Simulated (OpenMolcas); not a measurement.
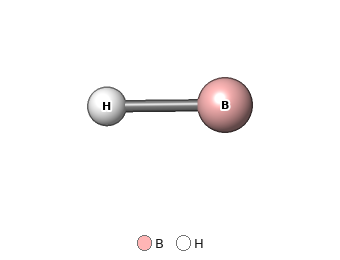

The molecule at the reference distance of 1.248 Å.

Run report: BH, relativistic diatomic calculation (part 1 of 2)

- system: BH.
- method: SA-CASSCF(4,5)/XMS-CASPT2 + RASSI spin-orbit (X2C scalar, AMFI), ANO-RCC-VTZP (OpenMolcas)

### Input file
```
&GATEWAY
Coord
2
angstrom
B 0.0 0.0 0.0
H 0.0 0.0 1.2480
Basis=ANO-RCC-VTZP
Group=XY
RX2C
AMFI
ANGMom
0.0 0.0 0.0
RICD
&SEWARD
&GUESSORB
&RASSCF
FileOrb=$CurrDir/o11.orb
Symmetry=1
Spin=1
nActEl=4 0 0
Inactive=1 0
RAS2=3 2
CIRoot=5 5 1
Linear
Iterations=120 100
OrbListing=Nothing
PRWF=0.15
>>COPY $Project.RasOrb $CurrDir/o11.orb
>>COPY $Project.rasscf.h5 $CurrDir/r11.h5
&CASPT2
XMultistate=all
Imaginary=0.2
IPEA=0.25
MaxIter=40
>>COPY $Project.JobMix JOB001
&RASSCF
CIOnly
FileOrb=$CurrDir/ref.orb
Symmetry=2
Spin=3
nActEl=4 0 0
Inactive=1 0
RAS2=3 2
CIRoot=4 4 1
Linear
Iterations=120 100
OrbListing=Nothing
PRWF=0.15
>>COPY $Project.RasOrb $CurrDir/o32.orb
>>COPY $Project.rasscf.h5 $CurrDir/r32.h5
&CASPT2
XMultistate=all
Imaginary=0.2
IPEA=0.25
MaxIter=40
>>COPY $Project.JobMix JOB002
&RASSCF
FileOrb=$CurrDir/o31.orb
Symmetry=1
Spin=3
nActEl=4 0 0
Inactive=1 0
RAS2=3 2
CIRoot=2 2 1
Linear
Iterations=120 100
OrbListing=Nothing
PRWF=0.15
>>COPY $Project.RasOrb $CurrDir/o31.orb
>>COPY $Project.rasscf.h5 $CurrDir/r31.h5
&CASPT2
XMultistate=all
Imaginary=0.2
IPEA=0.25
MaxIter=40
>>COPY $Project.JobMix JOB003
&RASSCF
CIOnly
FileOrb=$CurrDir/ref.orb
Symmetry=1
Spin=5
nActEl=4 0 0
Inactive=1 0
RAS2=3 2
CIRoot=1 1 1
Linear
Iterations=120 100
OrbListing=Nothing
PRWF=0.15
>>COPY $Project.RasOrb $CurrDir/o51.orb
>>COPY $Project.rasscf.h5 $CurrDir/r51.h5
&CASPT2
XMultistate=all
Imaginary=0.2
IPEA=0.25
MaxIter=40
>>COPY $Project.JobMix JOB004
&RASSI
Nr of JobIphs=4 5 4 2 1
1 2 3 4 5
1 2 3 4
1 2
1
SpinOrbit
EJob
Omega
MEES
MESO
Properties=4
'AngMom' 3 'Mltpl  1' 1 'Mltpl  1' 2 'Mltpl  1' 3
Thrs=1.0d-4
>>COPY $Project.rassi.h5 $CurrDir/so.h5
```

The first orbital files come from an earlier step.

Launched with:
```bash
pymolcas m.inp (one call a module block, same work directory)
```

### Log (extracts)
```
++    Wave function specifications:
      Number of closed shell electrons           2
      Number of electrons in active shells       4
      Number of inactive orbitals                1
      Number of active orbitals                  5
      Number of secondary orbitals              38
      Spin quantum number                      0.0
      State symmetry                             1
++    Orbital specifications:
      Symmetry species                           1   2
                                                 a   b
      Frozen orbitals                            0   0
      Inactive orbitals                          1   0
      Active orbitals                            3   2
      RAS2 orbitals                              3   2
      Secondary orbitals                        20  18
      Number of basis functions                 24  20
      printout of CI-coefficients larger than  0.15 for root  1
      energy=     -25.160654
      conf/sym  111 22     Coeff  Weight
            12  022 00  -0.96781 0.93667
      printout of CI-coefficients larger than  0.15 for root  2
      energy=     -24.934370
      conf/sym  111 22     Coeff  Weight
            14  020 ud  -0.99168 0.98343
      printout of CI-coefficients larger than  0.15 for root  3
      energy=     -24.934370
      conf/sym  111 22     Coeff  Weight
            13  020 20   0.70122 0.49171
            15  020 02  -0.70122 0.49171
      printout of CI-coefficients larger than  0.15 for root  4
      energy=     -24.924167
      conf/sym  111 22     Coeff  Weight
             3  u2d 00  -0.97708 0.95468
      printout of CI-coefficients larger than  0.15 for root  5
      energy=     -24.890362
      conf/sym  111 22     Coeff  Weight
            12  022 00  -0.16135 0.02603
            13  020 20  -0.67670 0.45793
            15  020 02  -0.67670 0.45793
      Natural orbitals and occupation numbers for root  1
      sym 1:   0.000378   1.996575   1.877540
      sym 2:   0.062754   0.062754
      Natural orbitals and occupation numbers for root  2
      sym 1:   0.000372   1.967306   0.032322
      sym 2:   1.000000   1.000000
      Natural orbitals and occupation numbers for root  3
      sym 1:   0.000372   1.967306   0.032322
      sym 2:   1.000000   1.000000
      Natural orbitals and occupation numbers for root  4
      sym 1:   1.038073   1.967541   0.915040
      sym 2:   0.039673   0.039673
      Natural orbitals and occupation numbers for root  5
      sym 1:   0.013285   1.935237   0.131000
      sym 2:   0.960239   0.960239
      RASSCF energy for state  5                    -24.89036173
::    RASSCF root number  1 Total energy:    -25.16065399
::    RASSCF root number  2 Total energy:    -24.93436990
::    RASSCF root number  3 Total energy:    -24.93436990
::    RASSCF root number  4 Total energy:    -24.92416732
::    RASSCF root number  5 Total energy:    -24.89036173
      Von Neumann Entropy (Root   1) =  0.40379
++    Wave function specifications:
      Number of closed shell electrons           0
      Number of electrons in active shells       4
      Number of inactive orbitals                0
      Number of active orbitals                  5
      Number of secondary orbitals              38
      Spin quantum number                      0.0
      State symmetry                             1
      Number of CSFs                            28
      Number of CASSCF root(s) available         5
      CASPT2 state passed to geometry opt.       5
      A file JOBMIX will be created
      This is a MULTI-STATE CASSCF reference
      Number of CI roots used                    5
      These are:                                 1   2   3   4   5
      Off-diagonal elements of Heff are computed
  FINAL CASPT2 RESULT:
      Reference energy:         -25.1606539887
      E2 (Non-variational):      -0.0715323817
      Shift correction:          -0.0015618026
      E2 (Variational):          -0.0730941843
      Total energy:             -25.2337481731
      Reference weight:           0.95983
  FINAL CASPT2 RESULT:
      Reference energy:         -24.9343699001
      E2 (Non-variational):      -0.0764035479
      Shift correction:          -0.0017549019
      E2 (Variational):          -0.0781584498
      Total energy:             -25.0125283499
      Reference weight:           0.95454
  FINAL CASPT2 RESULT:
      Reference energy:         -24.9343699001
      E2 (Non-variational):      -0.0764003599
      Shift correction:          -0.0017547364
      E2 (Variational):          -0.0781550963
      Total energy:             -25.0125249964
      Reference weight:           0.95454
  FINAL CASPT2 RESULT:
      Reference energy:         -24.9241673241
      E2 (Non-variational):      -0.0617762353
      Shift correction:          -0.0020921923
      E2 (Variational):          -0.0638684275
      Total energy:             -24.9880357517
      Reference weight:           0.95649
  FINAL CASPT2 RESULT:
      Reference energy:         -24.8903617331
      E2 (Non-variational):      -0.0755522650
      Shift correction:          -0.0017211702
      E2 (Variational):          -0.0772734352
      Total energy:             -24.9676351683
      Reference weight:           0.95649
       Total XMS-CASPT2 energies:
::    XMS-CASPT2 Root  1     Total energy:    -25.23317477
::    XMS-CASPT2 Root  2     Total energy:    -25.01252835
::    XMS-CASPT2 Root  3     Total energy:    -25.01252500
::    XMS-CASPT2 Root  4     Total energy:    -24.98810757
::    XMS-CASPT2 Root  5     Total energy:    -24.96813675
++    Wave function specifications:
      Number of closed shell electrons           2
      Number of electrons in active shells       4
      Number of inactive orbitals                1
      Number of active orbitals                  5
      Number of secondary orbitals              38
      Spin quantum number                      1.0
      State symmetry                             2
      printout of CI-coefficients larger than  0.15 for root  1
      energy=     -25.120524
      conf/sym  111 22     Coeff  Weight
            10  02u 0u   0.98329 0.96685
            16  0u2 0u  -0.15349 0.02356
      printout of CI-coefficients larger than  0.15 for root  2
      energy=     -25.120524
      conf/sym  111 22     Coeff  Weight
             9  02u u0   0.98329 0.96685
            15  0u2 u0  -0.15349 0.02356
      printout of CI-coefficients larger than  0.15 for root  3
      energy=     -24.826235
      conf/sym  111 22     Coeff  Weight
            15  0u2 u0  -0.95603 0.91399
            22  0u0 u2  -0.24203 0.05858
      printout of CI-coefficients larger than  0.15 for root  4
      energy=     -24.826235
      conf/sym  111 22     Coeff  Weight
            16  0u2 0u  -0.95603 0.91399
            21  0u0 2u   0.24203 0.05858
      Natural orbitals and occupation numbers for root  1
      sym 1:   0.000623   1.988203   0.995216
      sym 2:   0.015958   1.000000
      Natural orbitals and occupation numbers for root  2
      sym 1:   0.000623   1.988203   0.995216
      sym 2:   1.000000   0.015958
      Natural orbitals and occupation numbers for root  3
      sym 1:   0.000265   0.995673   1.867695
      sym 2:   1.000000   0.136368
      Natural orbitals and occupation numbers for root  4
      sym 1:   0.000265   0.995673   1.867695
      sym 2:   0.136368   1.000000
      RASSCF energy for state  4                    -24.82623524
::    RASSCF root number  1 Total energy:    -25.12052374
::    RASSCF root number  2 Total energy:    -25.12052374
::    RASSCF root number  3 Total energy:    -24.82623525
::    RASSCF root number  4 Total energy:    -24.82623524
      Von Neumann Entropy (Root   1) =  1.06878
++    Wave function specifications:
      Number of closed shell electrons           0
      Number of electrons in active shells       4
      Number of inactive orbitals                0
      Number of active orbitals                  5
      Number of secondary orbitals              38
      Spin quantum number                      1.0
      State symmetry                             2
      Number of CSFs                            24
      Number of CASSCF root(s) available         4
      CASPT2 state passed to geometry opt.       4
      A file JOBMIX will be created
      This is a MULTI-STATE CASSCF reference
      Number of CI roots used                    4
      These are:                                 1   2   3   4
      Off-diagonal elements of Heff are computed
  FINAL CASPT2 RESULT:
      Reference energy:         -25.1205237468
      E2 (Non-variational):      -0.0591943015
      Shift correction:          -0.0010553262
      E2 (Variational):          -0.0602496277
      Total energy:             -25.1807733745
      Reference weight:           0.96908
  FINAL CASPT2 RESULT:
      Reference energy:         -25.1205237459
      E2 (Non-variational):      -0.0591943040
      Shift correction:          -0.0010553263
      E2 (Variational):          -0.0602496303
      Total energy:             -25.1807733762
      Reference weight:           0.96908
  FINAL CASPT2 RESULT:
      Reference energy:         -24.8262352536
      E2 (Non-variational):      -0.0960683653
      Shift correction:          -0.0064866127
      E2 (Variational):          -0.1025549780
      Total energy:             -24.9287902316
      Reference weight:           0.91524
  FINAL CASPT2 RESULT:
      Reference energy:         -24.8262352420
      E2 (Non-variational):      -0.0960683811
      Shift correction:          -0.0064866075
      E2 (Variational):          -0.1025549886
      Total energy:             -24.9287902306
      Reference weight:           0.91524
       Total XMS-CASPT2 energies:
::    XMS-CASPT2 Root  1     Total energy:    -25.18117285
::    XMS-CASPT2 Root  2     Total energy:    -25.18117285
::    XMS-CASPT2 Root  3     Total energy:    -24.92839076
::    XMS-CASPT2 Root  4     Total energy:    -24.92839076
++    Wave function specifications:
      Number of closed shell electrons           2
      Number of electrons in active shells       4
      Number of inactive orbitals                1
      Number of active orbitals                  5
      Number of secondary orbitals              38
      Spin quantum number                      1.0
      State symmetry                             1
      printout of CI-coefficients larger than  0.15 for root  1
      energy=     -24.993830
      conf/sym  111 22     Coeff  Weight
             6  020 uu   0.96178 0.92502
            19  0uu du  -0.19496 0.03801
      printout of CI-coefficients larger than  0.15 for root  2
      energy=     -24.943441
      conf/sym  111 22     Coeff  Weight
             2  u2u 00  -0.98545 0.97111
      Natural orbitals and occupation numbers for root  1
      sym 1:   0.001244   1.910650   0.088106
      sym 2:   1.000000   1.000000
      Natural orbitals and occupation numbers for root  2
      sym 1:   1.000000   1.963046   0.985933
      sym 2:   0.025511   0.025511
      RASSCF energy for state  2                    -24.94344099
::    RASSCF root number  1 Total energy:    -24.99383005
::    RASSCF root number  2 Total energy:    -24.94344099
      Von Neumann Entropy (Root   1) =  1.26806
++    Wave function specifications:
      Number of closed shell electrons           0
      Number of electrons in active shells       4
      Number of inactive orbitals                0
      Number of active orbitals                  5
      Number of secondary orbitals              38
      Spin quantum number                      1.0
      State symmetry                             1
      Number of CSFs                            21
      Number of CASSCF root(s) available         2
      CASPT2 state passed to geometry opt.       2
      A file JOBMIX will be created
      This is a MULTI-STATE CASSCF reference
      Number of CI roots used                    2
      These are:                                 1   2
      Off-diagonal elements of Heff are computed
  FINAL CASPT2 RESULT:
      Reference energy:         -24.9938300530
      E2 (Non-variational):      -0.0598559725
      Shift correction:          -0.0009064984
      E2 (Variational):          -0.0607624709
      Total energy:             -25.0545925239
      Reference weight:           0.96864
  FINAL CASPT2 RESULT:
      Reference energy:         -24.9434409936
      E2 (Non-variational):      -0.0480997803
      Shift correction:          -0.0008891603
      E2 (Variational):          -0.0489889406
      Total energy:             -24.9924299342
      Reference weight:           0.97379
       Total XMS-CASPT2 energies:
::    XMS-CASPT2 Root  1     Total energy:    -25.05459252
::    XMS-CASPT2 Root  2     Total energy:    -24.99242993
++    Wave function specifications:
      Number of closed shell electrons           2
      Number of electrons in active shells       4
      Number of inactive orbitals                1
      Number of active orbitals                  5
      Number of secondary orbitals              38
      Spin quantum number                      2.0
      State symmetry                             1
      printout of CI-coefficients larger than  0.15 for root  1
      energy=     -24.908963
      conf/sym  111 22     Coeff  Weight
             3  0uu uu   0.99942 0.99883
      Natural orbitals and occupation numbers for root  1
      sym 1:   0.000000   1.000000   1.000000
      sym 2:   1.000000   1.000000
      RASSCF energy for state  1                    -24.90896268
::    RASSCF root number  1 Total energy:    -24.90896268
      Von Neumann Entropy (Root   1) =  2.00000
++    Wave function specifications:
      Number of closed shell electrons           0
      Number of electrons in active shells       4
      Number of inactive orbitals                0
      Number of active orbitals                  5
      Number of secondary orbitals              38
      Spin quantum number                      2.0
      State symmetry                             1
      Number of CSFs                             3
      Number of CASSCF root(s) available         1
      CASPT2 state passed to geometry opt.       1
      A file JOBMIX will be created
      This is a CASSCF or RASSCF reference function
  FINAL CASPT2 RESULT:
      Reference energy:         -24.9089626889
      E2 (Non-variational):      -0.0417923177
      Shift correction:          -0.0016947423
      E2 (Variational):          -0.0434870599
      Total energy:             -24.9524497488
      Reference weight:           0.96704
  SPIN-FREE ENERGIES:
  (Shifted by EMIN (a.u.) =        -25.2331747689)
 SF State       Relative EMIN(au)   Rel lowest level(eV)    D:o, cm**(-1)      Abs_M
     1             0.0000000000        0.0000000000              0.0000         0.0
     6             0.0520019200        1.4150443319          11413.1022         1.0
     7             0.0520019212        1.4150443640          11413.1025         1.0
    10             0.1785822450        4.8594704443          39194.2724         0.0
     2             0.2206464190        6.0040949305          48426.2915         2.0
     3             0.2206497724        6.0041861832          48427.0275         2.0
    11             0.2407448347        6.5510006839          52837.3838         0.0
     4             0.2450671989        6.6686182042          53786.0331         0.0
     5             0.2650380148        7.2120517916          58169.1206         0.0
    12             0.2807250200        7.6389169492          61612.0203         0.0
     8             0.3047840099        8.2935954155          66892.3582         1.0
     9             0.3047840114        8.2935954558          66892.3585         1.0
```

(Continued in part 2.) Outcome of the run: converged.
